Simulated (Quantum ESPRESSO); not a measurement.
## GaP (F-43m): phonons against volume

Wanted: mode Grüneisen parameters of GaP and a free-energy fit over volumes.

Experimental results on record:
- volume expansion coefficient 15.9 1e-6/K, heat capacity C_P per formula unit 44.2 J/mol/K and bulk modulus 88.7 GPa near room temperature (given in “High-Throughput Prediction of Finite-Temperature Properties using the Quasi-Harmonic Approximation”, 2016, arXiv:1603.06924)

Method: DFT LDA, scalar-relativistic, plane waves, GBRV ultrasoft pseudopotentials, in Quantum ESPRESSO 7.5.

## (1) The structure

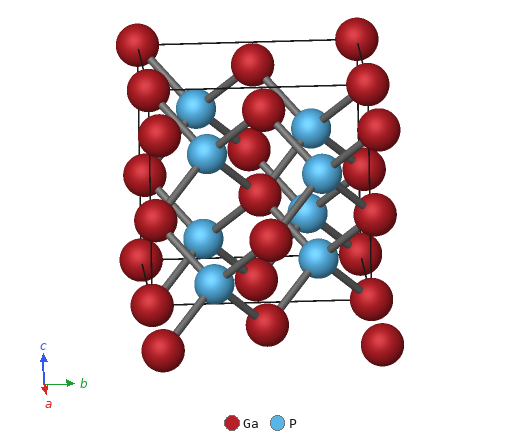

The cell as given, slightly off an axis (gallium red, phosphorus blue). 2×1×1 cells are drawn. This picture shows the conventional cell, with its axes. Bonds to atoms that aren't drawn are left out. Some periodic images of atoms are drawn too.

## (2) Probe on a coarse mesh

A cheap single point shows whether the cell is a metal or an insulator and how far it is from rest; that sets the k-mesh and the occupations of what follows.

Contents of probe.in:

```
 &control
    calculation='scf',
    prefix='x',
    outdir='./tmp',
    pseudo_dir='./pseudo',
    tprnfor=.true.,
    tstress=.true.,
    verbosity='high',
 /
 &system
    ibrav=0,
    nat=2,
    ntyp=2,
    ecutwfc=45.0,
    ecutrho=270.0,
    occupations='smearing',
    smearing='gaussian',
    degauss=0.01,
 /
 &electrons
    conv_thr=1.0d-07,
    mixing_beta=0.7,
    electron_maxstep=100,
 /
ATOMIC_SPECIES
 Ga     69.7230  Ga.upf
 P      30.9738  P.upf
CELL_PARAMETERS angstrom
     0.000000000    2.725250000    2.725250000
     2.725250000    0.000000000    2.725250000
     2.725250000    2.725250000    0.000000000
ATOMIC_POSITIONS crystal
 Ga     0.000000000   0.000000000   0.000000000
 P      0.250000000   0.250000000   0.250000000
K_POINTS automatic
 6 6 6 0 0 0
```

On the command line:

```bash
$ OMP_NUM_THREADS=1 mpirun -n 8 pw.x -nk 8 -in probe.in > probe.out
```

Log:

```text
Program PWSCF v.7.5

     This program is part of the open-source Quantum ESPRESSO suite
     for quantum simulation of materials; please cite
         "P. Giannozzi et al., J. Phys.:Condens. Matter 21 395502 (2009);
         "P. Giannozzi et al., J. Phys.:Condens. Matter 29 465901 (2017);
         "P. Giannozzi et al., J. Chem. Phys. 152 154105 (2020);
     in publications or presentations arising from this work. More details at

     Message from routine setup:
     using ibrav=0 with symmetry is DISCOURAGED, use correct ibrav instead

     G-vector sticks info
     --------------------
     sticks:   dense  smooth     PW     G-vecs:    dense   smooth      PW
     Sum         979     661    199                20395    11113    1917

     Using Slab Decomposition

     bravais-lattice index     =            0
     lattice parameter (alat)  =       7.2832  a.u.
     unit-cell volume          =     273.1780 (a.u.)^3
     number of atoms/cell      =            2
     number of atomic types    =            2
     number of electrons       =        24.00
     number of Kohn-Sham states=           16
     kinetic-energy cutoff     =      45.0000  Ry
     charge density cutoff     =     270.0000  Ry
     scf convergence threshold =      1.0E-07
     mixing beta               =       0.7000
     number of iterations used =            8  plain     mixing
     Exchange-correlation=  SLA  PZ   NOGX NOGC
                           (   1   1   0   0   0   0   0)

     celldm(1)=   7.283166  celldm(2)=   0.000000  celldm(3)=   0.000000
     celldm(4)=   0.000000  celldm(5)=   0.000000  celldm(6)=   0.000000

     crystal axes: (cart. coord. in units of alat)
               a(1) = (   0.000000   0.707107   0.707107 )
               a(2) = (   0.707107   0.000000   0.707107 )
               a(3) = (   0.707107   0.707107   0.000000 )

     reciprocal axes: (cart. coord. in units 2 pi/alat)
               b(1) = ( -0.707107  0.707107  0.707107 )
               b(2) = (  0.707107 -0.707107  0.707107 )
               b(3) = (  0.707107  0.707107 -0.707107 )

     PseudoPot. # 1 for Ga read from file:
     ./pseudo/Ga.upf
     Pseudo is Ultrasoft + core correction, Zval = 19.0
     Using radial grid of  871 points,  6 beta functions with:
                l(1) =   0
                l(2) =   0
                l(3) =   1
                l(4) =   1
                l(5) =   2
                l(6) =   2
     Q(r) pseudized with  8 coefficients,  rinner =    1.250   1.250   1.250
                                                       1.250   1.250

     PseudoPot. # 2 for P  read from file:
     ./pseudo/P.upf
     Pseudo is Ultrasoft + core correction, Zval =  5.0
     Using radial grid of  903 points,  6 beta functions with:
                l(1) =   0
                l(2) =   0
                l(3) =   1
                l(4) =   1
                l(5) =   2
                l(6) =   2
     Q(r) pseudized with  8 coefficients,  rinner =    1.300   1.300   1.300
                                                       1.300   1.300

     atomic species   valence    mass     pseudopotential
     Ga               19.00    69.72300     Ga( 1.00)
     P                 5.00    30.97380     P ( 1.00)

     24 Sym. Ops. (no inversion) found

                                    s                        frac. trans.

      isym =  1     identity

 cryst.   s( 1) = (     1          0          0      )
                  (     0          1          0      )
                  (     0          0          1      )

 cart.    s( 1) = (  1.0000000 -0.0000000  0.0000000 )
                  ( -0.0000000  1.0000000  0.0000000 )
                  ( -0.0000000  0.0000000  1.0000000 )

      isym =  2     180 deg rotation - cart. axis [0,0,1]

 cryst.   s( 2) = (     0          1         -1      )
                  (     1          0         -1      )
                  (     0          0         -1      )

 cart.    s( 2) = ( -1.0000000  0.0000000  0.0000000 )
                  (  0.0000000 -1.0000000  0.0000000 )
                  (  0.0000000 -0.0000000  1.0000000 )

      isym =  3     180 deg rotation - cart. axis [0,1,0]

 cryst.   s( 3) = (     0         -1          1      )
                  (     0         -1          0      )
                  (     1         -1          0      )

 cart.    s( 3) = ( -1.0000000 -0.0000000 -0.0000000 )
                  (  0.0000000  1.0000000 -0.0000000 )
                  (  0.0000000  0.0000000 -1.0000000 )

      isym =  4     180 deg rotation - cart. axis [1,0,0]

 cryst.   s( 4) = (    -1          0          0      )
                  (    -1          0          1      )
                  (    -1          1          0      )

 cart.    s( 4) = (  1.0000000  0.0000000 -0.0000000 )
                  ( -0.0000000 -1.0000000 -0.0000000 )
                  ( -0.0000000 -0.0000000 -1.0000000 )

      isym =  5     120 deg rotation - cart. axis [-1,-1,-1]

 cryst.   s( 5) = (     0          0          1      )
[...]
cart.    s( 5) = (  0.0000000  1.0000000 -0.0000000 )
[...]
isym =  6     120 deg rotation - cart. axis [-1,1,1]

 cryst.   s( 6) = (     1         -1          0      )
[...]
cart.    s( 6) = ( -0.0000000 -1.0000000 -0.0000000 )
[...]
isym =  7     120 deg rotation - cart. axis [1,1,-1]

 cryst.   s( 7) = (    -1          1          0      )
[...]
cart.    s( 7) = ( -0.0000000  1.0000000  0.0000000 )
[...]
isym =  8     120 deg rotation - cart. axis [1,-1,1]

 cryst.   s( 8) = (     0          0         -1      )
[...]
cart.    s( 8) = (  0.0000000 -1.0000000  0.0000000 )
[...]
isym =  9     120 deg rotation - cart. axis [1,1,1]

 cryst.   s( 9) = (     0          1          0      )
[...]
cart.    s( 9) = ( -0.0000000  0.0000000  1.0000000 )
[...]
isym = 10     120 deg rotation - cart. axis [-1,1,-1]

 cryst.   s(10) = (    -1          0          1      )
[...]
cart.    s(10) = (  0.0000000 -0.0000000  1.0000000 )
[...]
isym = 11     120 deg rotation - cart. axis [1,-1,-1]

 cryst.   s(11) = (     1          0         -1      )
[...]
cart.    s(11) = (  0.0000000  0.0000000 -1.0000000 )
[...]
isym = 12     120 deg rotation - cart. axis [-1,-1,1]

 cryst.   s(12) = (     0         -1          0      )
[...]
-86.2171 -86.2171 -86.2170  -7.1527  -7.1227  -7.1227  -7.0301  -7.0301
    -4.6822   5.0431   7.1095   7.1095   9.7259  11.8225  11.8225  12.3632

     occupation numbers
     1.0000   1.0000   1.0000   1.0000   1.0000   1.0000   1.0000   1.0000
     1.0000   1.0000   1.0000   1.0000   0.0000   0.0000   0.0000   0.0000

          k = 0.2357 0.2357-0.2357 (  1399 PWs)   bands (ev):

   -86.2171 -86.2171 -86.2170  -7.1919  -7.1101  -7.1101  -7.0267  -7.0267
    -3.7264   2.2082   6.5688   6.5688   9.2076  12.2025  12.2025  14.8869

     occupation numbers
     1.0000   1.0000   1.0000   1.0000   1.0000   1.0000   1.0000   1.0000
     1.0000   1.0000   1.0000   1.0000   0.0000   0.0000   0.0000   0.0000

          k =-0.3536-0.3536 0.3536 (  1404 PWs)   bands (ev):

   -86.2173 -86.2170 -86.2170  -7.2099  -7.1057  -7.1057  -7.0229  -7.0229
    -2.9484   0.7662   6.3562   6.3562   8.9797  12.1081  12.1081  15.5274

     occupation numbers
     1.0000   1.0000   1.0000   1.0000   1.0000   1.0000   1.0000   1.0000
     1.0000   1.0000   1.0000   1.0000   0.0000   0.0000   0.0000   0.0000

          k = 0.2357 0.0000-0.0000 (  1383 PWs)   bands (ev):

[...]
occupation numbers
[...]
k = 0.3536 0.1179-0.1179 (  1384 PWs)   bands (ev):

[...]
occupation numbers
[...]
k =-0.2357-0.4714 0.4714 (  1398 PWs)   bands (ev):

[...]
occupation numbers
[...]
k =-0.1179-0.3536 0.3536 (  1398 PWs)   bands (ev):

[...]
occupation numbers
[...]
k = 0.0000-0.2357 0.2357 (  1380 PWs)   bands (ev):

[...]
occupation numbers
[...]
k = 0.4714 0.0000-0.0000 (  1379 PWs)   bands (ev):

[...]
occupation numbers
[...]
k =-0.1179-0.5893 0.5893 (  1386 PWs)   bands (ev):

[...]
occupation numbers
[...]
k =-0.0000-0.4714 0.4714 (  1386 PWs)   bands (ev):

[...]
occupation numbers
[...]
k =-0.7071 0.0000 0.0000 (  1362 PWs)   bands (ev):

[...]
occupation numbers
[...]
k =-0.2357-0.4714 0.7071 (  1392 PWs)   bands (ev):

[...]
occupation numbers
[...]
k =-0.1179-0.3536 0.5893 (  1400 PWs)   bands (ev):

   -86.2171 -86.2170 -86.2169  -7.2205  -7.0964  -7.0782  -7.0414  -7.0226
    -2.2704   0.9966   3.7427   4.9771  11.2785  11.9003  13.7106  15.1728

     occupation numbers
     1.0000   1.0000   1.0000   1.0000   1.0000   1.0000   1.0000   1.0000
     1.0000   1.0000   1.0000   1.0000   0.0000   0.0000   0.0000   0.0000

          k =-0.7071 0.2357 0.0000 (  1396 PWs)   bands (ev):

   -86.2171 -86.2169 -86.2169  -7.2314  -7.0850  -7.0702  -7.0513  -7.0170
    -1.9552   0.7756   4.0674   4.1740  10.8304  11.0074  14.8997  14.9256

     occupation numbers
     1.0000   1.0000   1.0000   1.0000   1.0000   1.0000   1.0000   1.0000
     1.0000   1.0000   1.0000   1.0000   0.0000   0.0000   0.0000   0.0000

     the Fermi energy is     8.2174 ev

!    total energy              =    -430.59308852 Ry
     estimated scf accuracy    <       0.00000008 Ry
     smearing contrib. (-TS)   =      -0.00000000 Ry
     internal energy E=F+TS    =    -430.59308852 Ry

     The total energy is F=E-TS. E is the sum of the following terms:
     one-electron contribution =    -396.64403575 Ry
     hartree contribution      =     206.35240791 Ry
     xc contribution           =     -53.68655706 Ry
     ewald contribution        =    -186.61490362 Ry

     convergence has been achieved in  10 iterations

     Forces acting on atoms (cartesian axes, Ry/au):

     atom    1 type  1   force =    -0.00000000    0.00000000    0.00000000
     atom    2 type  2   force =     0.00000000   -0.00000000   -0.00000000
     The non-local contrib.  to forces
     atom    1 type  1   force =     0.00000000    0.00000000    0.00000000
     atom    2 type  2   force =     0.00000000   -0.00000000    0.00000000
     The ionic contribution  to forces
     atom    1 type  1   force =     0.00000000    0.00000000    0.00000000
     atom    2 type  2   force =     0.00000000   -0.00000000    0.00000000
     The local contribution  to forces
     atom    1 type  1   force =     0.00000000    0.00000000    0.00000000
     atom    2 type  2   force =    -0.00000000   -0.00000000   -0.00000000
     The core correction contribution to forces
     atom    1 type  1   force =     0.00000000    0.00000000   -0.00000000
     atom    2 type  2   force =    -0.00000000    0.00000000   -0.00000000
     The Hubbard contrib.    to forces
     atom    1 type  1   force =     0.00000000    0.00000000    0.00000000
     atom    2 type  2   force =     0.00000000    0.00000000    0.00000000
     The SCF correction term to forces
     atom    1 type  1   force =    -0.00000000    0.00000000    0.00000000
     atom    2 type  2   force =     0.00000000   -0.00000000   -0.00000000

     Total force =     0.000000     Total SCF correction =     0.000000

     Computing stress (Cartesian axis) and pressure

          total   stress  (Ry/bohr**3)                   (kbar)     P=      -37.33
  -0.00025374   0.00000000  -0.00000000          -37.33        0.00       -0.00
   0.00000000  -0.00025374  -0.00000000            0.00      -37.33       -0.00
  -0.00000000   0.00000000  -0.00025374           -0.00        0.00      -37.33

     kinetic stress (kbar)  10010.93     -0.00     -0.00
                               -0.00  10010.93     -0.00
                               -0.00     -0.00  10010.93

     local   stress (kbar) -12224.22      0.00      0.00
                                0.00 -12224.22      0.00
                                0.00      0.00 -12224.22

     nonloc. stress (kbar)   6496.78      0.00      0.00
                               -0.00   6496.78     -0.00
                                0.00     -0.00   6496.78

     hartree stress (kbar)  37039.94     -0.00      0.00
                               -0.00  37039.94     -0.00
                                0.00     -0.00  37039.94

     exc-cor stress (kbar)  -2281.22      0.00      0.00
                                0.00  -2281.22      0.00
                                0.00      0.00  -2281.22

     corecor stress (kbar)  -5582.45     -0.00      0.00
                               -0.00  -5582.45     -0.00
                                0.00     -0.00  -5582.45

     ewald   stress (kbar) -33497.09      0.00     -0.00
                                0.00 -33497.09      0.00
                               -0.00      0.00 -33497.09

     hubbard stress (kbar)      0.00      0.00      0.00
                                0.00      0.00      0.00
                                0.00      0.00      0.00

     DFT-D   stress (kbar)      0.00      0.00      0.00
[...]
XDM     stress (kbar)      0.00      0.00      0.00
[...]
dft-nl  stress (kbar)      0.00      0.00      0.00
                                0.00      0.00      0.00
                                0.00      0.00      0.00

     TS-vdW  stress (kbar)      0.00      0.00      0.00
                                0.00      0.00      0.00
                                0.00      0.00      0.00

     MDB     stress (kbar)      0.00      0.00      0.00
                                0.00      0.00      0.00
                                0.00      0.00      0.00

     3D-RISM stress (kbar)      0.00      0.00      0.00
                                0.00      0.00      0.00
                                0.00      0.00      0.00

     Writing all to output data dir ./tmp/x.save/ :
     XML data file, charge density, pseudopotentials, collected wavefunctions

   JOB DONE.
```

Wall time 1.8 s (8 MPI ranks of Arm Neoverse V2, shared host); 14 s of CPU time.

This step gave:

```
volume per atom   : 20.24 Å³
pressure          : -3.733 GPa
gap on the k-mesh : 1.492 eV
```

The start is under -3.7 GPa at this level and looks like an insulator or semiconductor on this mesh.

(Continued in part 2 of 8.)

[Logs are printed without paths, hosts, clocks, repeated set-up lines and the standing remarks that a program may print on its own settings, such as how far it seeks lower states.]

[Hosts, paths, dates, database ids (printed as entryN), source tags and the programs' standing remarks are cut or masked in the printed files.]

[A step with changed settings may run another functional than the one named; its input shows which.]

[Of the runs on displaced cells, only some may be shown.]
